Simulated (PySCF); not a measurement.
# TMS-CH2F: NMR shifts at several levels of theory, part 2 of 2

PySCF 2.14.0. Atoms count from 0.

### 6 Nuclear shieldings: BLYP/pcSseg-1

What the job is given:

```
{"job": {"kind": "nmr", "xc": "BLYP", "basis": "pcSseg-1", "pop": false}, "charge": 0, "multiplicity": 1}
C     -0.657004    -1.804572     0.210561
Si    -0.016283    -0.051669    -0.028757
C     -1.162232     0.949332    -1.128914
C      1.722327    -0.052286    -0.737498
C      0.062169     0.829107     1.659722
F      0.555273     2.113591     1.463193
H     -0.716240    -2.323450    -0.759787
H      0.007318    -2.393436     0.862664
H     -1.665415    -1.812012     0.653708
H     -0.829104     1.998631    -1.156487
H     -1.169630     0.565372    -2.161219
H     -2.197625     0.933415    -0.753288
H      2.113161     0.976835    -0.764831
H      1.741007    -0.453457    -1.763104
H      2.407704    -0.657567    -0.123330
H     -0.932949     0.903300     2.135341
H      0.723515     0.302925     2.372215
```

Method: GIAO BLYP/pcSseg-1 NMR shielding, non-relativistic, gas phase.

The log of the run:

```text
coarse grid: 13880 points
cycle   1  E = -548.0163547476  dE =  1.476e-01  |g| = 8.826e-01  |ddm| = 3.552e+00
cycle   2  E = -547.7437401701  dE =  2.726e-01  |g| = 1.384e+00  |ddm| = 2.031e+00
cycle   3  E = -548.1946194934  dE = -4.509e-01  |g| = 1.394e-01  |ddm| = 1.363e+00
cycle   4  E = -548.1975372552  dE = -2.918e-03  |g| = 5.945e-02  |ddm| = 1.274e-01
cycle   5  E = -548.1981914209  dE = -6.542e-04  |g| = 9.692e-03  |ddm| = 4.647e-02
cycle   6  E = -548.1982121582  dE = -2.074e-05  |g| = 3.858e-03  |ddm| = 1.496e-02
cycle   7  E = -548.1982154188  dE = -3.261e-06  |g| = 7.284e-04  |ddm| = 4.471e-03
final grid: 127456 points
cycle   8  E = -548.2580004898  dE = -2.426e-05  |g| = 1.167e-02  |ddm| = 2.460e-02
cycle   9  E = -548.2579408823  dE =  5.961e-05  |g| = 2.076e-02  |ddm| = 2.374e-02
cycle  10  E = -548.2580303298  dE = -8.945e-05  |g| = 2.049e-03  |ddm| = 1.515e-02
cycle  11  E = -548.2580310247  dE = -6.949e-07  |g| = 3.392e-04  |ddm| = 1.875e-03
cycle  12  E = -548.2580310435  dE = -1.879e-08  |g| = 5.365e-05  |ddm| = 2.383e-04
cycle  13  E = -548.2580310440  dE = -4.654e-10  |g| = 2.936e-05  |ddm| = 7.525e-05
converged SCF energy = -548.2580310440

GIAO shielding tensors (ppm)
atom      isotropic    diamagn.    paramagn.     s11        s22        s33       span
  0 C      179.726     253.168     -73.442    174.637    179.768    184.772     10.136
  1 Si     326.142     882.267    -556.125    311.616    322.840    343.970     32.353
  2 C      179.401     252.453     -73.052    172.707    178.374    187.121     14.414
  3 C      179.449     252.465     -73.016    172.773    178.348    187.225     14.451
  4 C       91.389     250.300    -158.911     43.136     67.658    163.374    120.238
  5 F      461.302     474.071     -12.769    419.687    454.057    510.163     90.477
  6 H       31.325      31.003       0.322     27.607     29.005     37.362      9.755
  7 H       31.518      31.061       0.457     27.349     29.154     38.051     10.701
  8 H       31.520      31.052       0.468     27.367     29.146     38.049     10.682
  9 H       30.875      30.940      -0.064     26.665     29.174     36.787     10.122
 10 H       31.434      30.954       0.480     27.535     29.202     37.566     10.030
 11 H       31.410      31.037       0.373     27.555     28.574     38.102     10.546
 12 H       30.871      30.943      -0.072     26.657     29.179     36.777     10.120
 13 H       31.437      30.961       0.476     27.552     29.196     37.563     10.011
 14 H       31.410      31.046       0.364     27.559     28.562     38.109     10.550
 15 H       26.921      30.632      -3.711     22.689     27.482     30.594      7.905
 16 H       26.924      30.628      -3.704     22.657     27.502     30.612      7.956
```

Wall time 20 s (1 thread of Intel Xeon 6975P-C, shared host); peak memory 0.58 GiB.

In short: δ C4 83.9, C0 -4.2, Si1 -2.7, F5 -315.8, H15 4.44, H6 0.05 ppm (means over like atoms).

### 7 NMR shieldings: BP86/pcSseg-1

Settings changed since step 6:

```diff
@@ -1,2 +1,2 @@
-{"job": {"kind": "nmr", "xc": "BLYP", "basis": "pcSseg-1", "pop": false}, "charge": 0, "multiplicity": 1}
+{"job": {"kind": "nmr", "xc": "BP86", "basis": "pcSseg-1", "pop": false}, "charge": 0, "multiplicity": 1}
 C     -0.657004    -1.804572     0.210561
```

Method: GIAO BP86/pcSseg-1 NMR shielding, non-relativistic, gas phase.

The log of the run:

```text
coarse grid: 13880 points
cycle   1  E = -548.1853169510  dE =  1.345e-01  |g| = 8.170e-01  |ddm| = 3.539e+00
cycle   2  E = -547.9740937386  dE =  2.112e-01  |g| = 1.256e+00  |ddm| = 1.775e+00
cycle   3  E = -548.3393758822  dE = -3.653e-01  |g| = 1.304e-01  |ddm| = 1.158e+00
cycle   4  E = -548.3421157532  dE = -2.740e-03  |g| = 4.846e-02  |ddm| = 1.155e-01
cycle   5  E = -548.3425471484  dE = -4.314e-04  |g| = 8.010e-03  |ddm| = 3.692e-02
cycle   6  E = -548.3425610527  dE = -1.390e-05  |g| = 3.438e-03  |ddm| = 1.226e-02
cycle   7  E = -548.3425636338  dE = -2.581e-06  |g| = 5.719e-04  |ddm| = 3.876e-03
final grid: 127456 points
cycle   8  E = -548.3981509329  dE = -4.389e-05  |g| = 5.572e-03  |ddm| = 2.712e-02
cycle   9  E = -548.3981403892  dE =  1.054e-05  |g| = 8.459e-03  |ddm| = 1.102e-02
cycle  10  E = -548.3981581998  dE = -1.781e-05  |g| = 9.766e-04  |ddm| = 6.612e-03
cycle  11  E = -548.3981582574  dE = -5.761e-08  |g| = 4.594e-04  |ddm| = 9.798e-04
cycle  12  E = -548.3981582608  dE = -3.437e-09  |g| = 3.123e-05  |ddm| = 3.202e-04
cycle  13  E = -548.3981583056  dE = -4.477e-08  |g| = 2.167e-05  |ddm| = 4.306e-05
cycle  14  E = -548.3981582611  dE =  4.455e-08  |g| = 2.310e-06  |ddm| = 2.031e-05
cycle  15  E = -548.3981582611  dE =  1.819e-12  |g| = 6.625e-07  |ddm| = 3.073e-06
converged SCF energy = -548.3981582611

GIAO shielding tensors (ppm)
atom      isotropic    diamagn.    paramagn.     s11        s22        s33       span
  0 C      184.054     255.056     -71.002    179.249    184.216    188.698      9.449
  1 Si     336.440     882.701    -546.261    322.098    333.183    354.038     31.940
  2 C      183.691     254.307     -70.616    177.349    182.588    191.135     13.787
  3 C      183.736     254.315     -70.579    177.413    182.554    191.242     13.829
  4 C       97.073     251.343    -154.270     49.303     73.424    168.492    119.189
  5 F      465.026     473.455      -8.429    420.435    460.567    514.076     93.642
  6 H       31.216      30.992       0.224     27.294     28.807     37.545     10.252
  7 H       31.415      31.050       0.364     27.045     28.971     38.229     11.185
  8 H       31.417      31.041       0.376     27.062     28.962     38.228     11.166
  9 H       30.784      30.898      -0.114     26.391     28.998     36.964     10.572
 10 H       31.326      30.929       0.397     27.232     28.992     37.754     10.522
 11 H       31.307      31.009       0.297     27.270     28.378     38.271     11.002
 12 H       30.780      30.901      -0.121     26.385     29.002     36.954     10.569
 13 H       31.328      30.934       0.394     27.248     28.987     37.751     10.504
 14 H       31.306      31.016       0.290     27.274     28.366     38.278     11.004
 15 H       26.807      30.532      -3.724     22.524     27.365     30.533      8.010
 16 H       26.810      30.528      -3.718     22.492     27.386     30.552      8.060
```

It took 26 s on 1 thread of Intel Xeon 6975P-C, shared host; peak memory 0.59 GiB.

This run: δ C4 82.7, C0 -4.1, Si1 -2.5, F5 -320.3, H15 4.46, H6 0.06 ppm (means over like atoms).

### 8 Shielding tensors: OPBE/pcSseg-1

Settings changed since step 7:

```diff
@@ -1,2 +1,2 @@
-{"job": {"kind": "nmr", "xc": "BP86", "basis": "pcSseg-1", "pop": false}, "charge": 0, "multiplicity": 1}
+{"job": {"kind": "nmr", "xc": "OPBE", "basis": "pcSseg-1", "pop": false}, "charge": 0, "multiplicity": 1}
 C     -0.657004    -1.804572     0.210561
```

Method: GIAO OPBE/pcSseg-1 NMR shielding, non-relativistic, gas phase.

The log of the run:

```text
coarse grid: 13880 points
cycle   1  E = -548.0413211759  dE =  9.192e-02  |g| = 7.581e-01  |ddm| = 3.520e+00
cycle   2  E = -547.8758564413  dE =  1.655e-01  |g| = 1.149e+00  |ddm| = 1.754e+00
cycle   3  E = -548.1756360258  dE = -2.998e-01  |g| = 1.210e-01  |ddm| = 1.112e+00
cycle   4  E = -548.1782492021  dE = -2.613e-03  |g| = 4.176e-02  |ddm| = 1.100e-01
cycle   5  E = -548.1785720233  dE = -3.228e-04  |g| = 7.155e-03  |ddm| = 3.183e-02
cycle   6  E = -548.1785833123  dE = -1.129e-05  |g| = 3.052e-03  |ddm| = 1.087e-02
cycle   7  E = -548.1785854708  dE = -2.159e-06  |g| = 5.997e-04  |ddm| = 3.813e-03
final grid: 127456 points
cycle   8  E = -548.2097092561  dE = -1.667e-04  |g| = 1.710e-02  |ddm| = 5.757e-02
cycle   9  E = -548.2096522971  dE =  5.696e-05  |g| = 2.417e-02  |ddm| = 3.380e-02
cycle  10  E = -548.2097580713  dE = -1.058e-04  |g| = 3.002e-03  |ddm| = 2.120e-02
cycle  11  E = -548.2097592742  dE = -1.203e-06  |g| = 1.219e-03  |ddm| = 2.684e-03
cycle  12  E = -548.2097596010  dE = -3.268e-07  |g| = 8.156e-05  |ddm| = 9.601e-04
cycle  13  E = -548.2097596021  dE = -1.125e-09  |g| = 2.930e-05  |ddm| = 1.089e-04
cycle  14  E = -548.2097596023  dE = -2.142e-10  |g| = 8.210e-06  |ddm| = 4.220e-05
converged SCF energy = -548.2097596023

GIAO shielding tensors (ppm)
atom      isotropic    diamagn.    paramagn.     s11        s22        s33       span
  0 C      188.922     255.670     -66.748    184.650    189.147    192.968      8.318
  1 Si     362.946     882.574    -519.628    349.000    359.376    380.462     31.463
  2 C      188.596     254.934     -66.338    183.113    187.679    194.996     11.884
  3 C      188.634     254.937     -66.304    183.168    187.649    195.084     11.916
  4 C      106.812     251.625    -144.813     61.659     83.978    174.799    113.140
  5 F      460.711     472.692     -11.981    419.677    455.075    507.380     87.703
  6 H       31.177      31.004       0.173     27.137     28.672     37.722     10.586
  7 H       31.369      31.066       0.303     26.909     28.841     38.359     11.450
  8 H       31.372      31.059       0.313     26.927     28.832     38.358     11.432
  9 H       30.755      30.907      -0.152     26.264     28.866     37.135     10.871
 10 H       31.286      30.945       0.342     27.071     28.864     37.925     10.854
 11 H       31.247      31.013       0.234     27.114     28.249     38.378     11.264
 12 H       30.751      30.909      -0.158     26.258     28.870     37.126     10.867
 13 H       31.289      30.950       0.339     27.087     28.858     37.923     10.836
 14 H       31.246      31.020       0.226     27.118     28.237     38.384     11.266
 15 H       26.855      30.523      -3.668     22.562     27.389     30.614      8.052
 16 H       26.858      30.520      -3.662     22.531     27.412     30.630      8.100
```

Run time: 21 s. Hardware: 1 thread of Intel Xeon 6975P-C, shared host; peak memory 0.58 GiB.

Key values: δ C4 78.3, C0 -3.6, Si1 -2.7, F5 -304.7, H15 4.37, H6 0.06 ppm (means over like atoms).

### 9 Run by run: NMR shifts

Shifts (ppm), means over like atoms, with basis size and wall time (the measured row can stand on another reference than the computed rows):

```
          run    C4    C0   H15    H6   Si1      F5  functions   time
  HF/pcSseg-1  71.4  -3.4  4.02  0.09  -0.5  -258.6        164  6.3 s
 LDA/pcSseg-1  86.5  -4.7  4.61  0.05  -2.3  -335.2        164   16 s
 PBE/pcSseg-1  82.8  -4.2  4.46  0.05  -2.7  -319.3        164   22 s
BLYP/pcSseg-1  83.9  -4.2  4.44  0.05  -2.7  -315.8        164   20 s
BP86/pcSseg-1  82.7  -4.1  4.46  0.06  -2.5  -320.3        164   26 s
OPBE/pcSseg-1  78.3  -3.6  4.37  0.06  -2.7  -304.7        164   21 s
     measured     –     –     –     –     –  -277.0          –      –
```

Measured: G. Saielli, R. Bini, A. Bagno, Computational 19F NMR. 2. Organic compounds, RSC Adv. 2014, ESI (exp. from Berger-Braun-Kalinowski 1994 and Everett 1995).

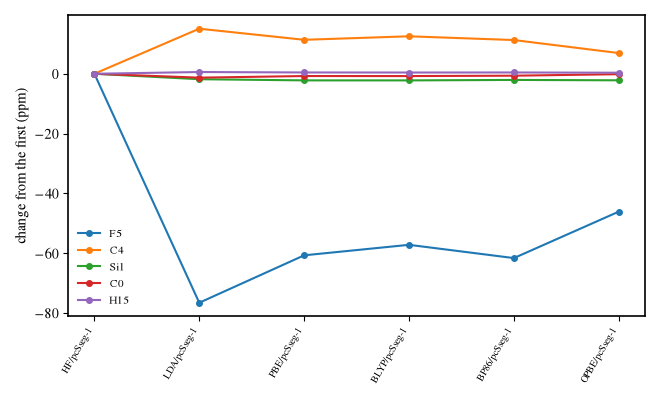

How five of the tabulated atoms move from run to run.

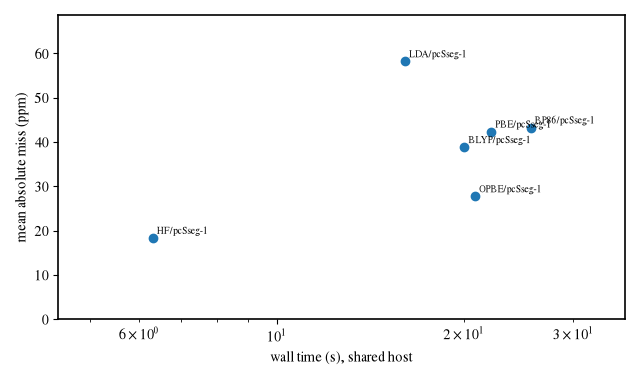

Cost against miss for the one measured ¹⁹F shift.

### 10 What came out

This closing draws on all 2 parts.

| quantity | value |
| --- | --- |
| point group | Cs |
| rotational constants (main isotopes) | 3.09, 1.87, 1.86 GHz |
| ¹³C shifts against TMS (HF/pcSseg-1, means over atoms taken as alike) | 71.4, -3.4 ppm |
| ¹H shifts against TMS (HF/pcSseg-1, means over atoms taken as alike) | 4.02, 0.09 ppm |
| ²⁹Si shifts against TMS (HF/pcSseg-1) | -0.5 ppm |
| ¹⁹F shifts against CFCl3 (HF/pcSseg-1) | -258.6 ppm |
| measured, and computed on the same scale | F5 δ -277.0, -258.6 ppm |
| range of the shift of F5 | -335.2 to -258.6 ppm |

In words: Single values in the summary come from the first run of each kind that ended normally (HF/pcSseg-1), which need not be the best level. The most deshielded carbon is C4 (sp3 CH2 bonded to F and Si), at 71.4 ppm: pulled downfield by the heteroatom. The most deshielded hydrogen is H15, H16 (mean) (hydrogen on an sp3 CH2 bonded to F and Si), at 4.02 ppm: its carbon carries F, which withdraws density. At HF/pcSseg-1: Shielding is most anisotropic at F5 (span 118 ppm, paramagnetic term 30 ppm). The one measured ¹⁹F shift is missed by +18.4 ppm (computed less measured, unscaled). Vibration, temperature and solvent are missing from the calculation, and it holds one conformer, so part of the miss against the measured shifts is not the functional's. Across the 6 runs the shift of F5 moves most, between -335.2 (LDA/pcSseg-1) and -258.6 ppm (HF/pcSseg-1). For the one measured ¹⁹F shift, HF/pcSseg-1 misses least (18.4 ppm, 6.3 s) and LDA/pcSseg-1 most (58.2 ppm, 16 s). One molecule ranks no method: errors cancel, and vibration and temperature are missing from all runs.
